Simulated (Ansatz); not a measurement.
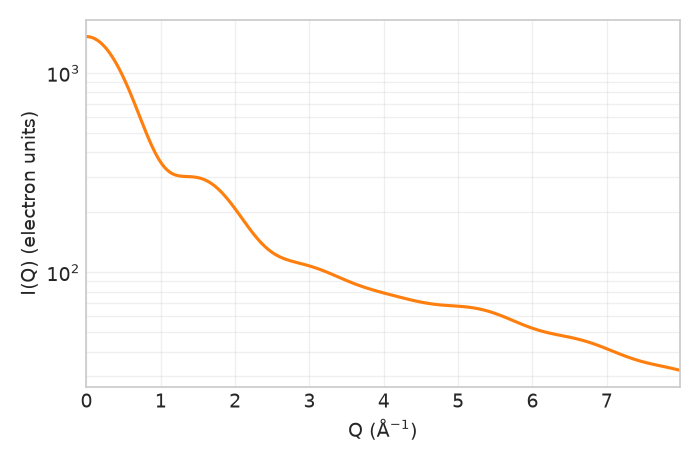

Elastic X-ray scattering of a randomly oriented, rigid molecule, calculated with the Debye equation from neutral-atom form factors (independent atoms, no Compton part, no vibration). The geometry is the end point of an optimisation (UKS PBE-D4/6-31G* in Ansatz); it may be a saddle point or a higher isomer. It contains H, C, N, Si.

Question: How many electrons does the independent-atom model of the molecule hold?

Answer: I(0) is the square of the electron number: I(0) = 1520, so about 39 electrons, the count of C2H6NSi.

Question: What radius of gyration does the initial fall-off give?

Answer: From I(Q) ≈ I(0) exp(−Q²R²/3) at small Q, R ≈ 2.43 Å. It is larger than the electron-weighted radius of the nuclear positions alone (2.30 Å), because each atom's electron cloud adds to it.
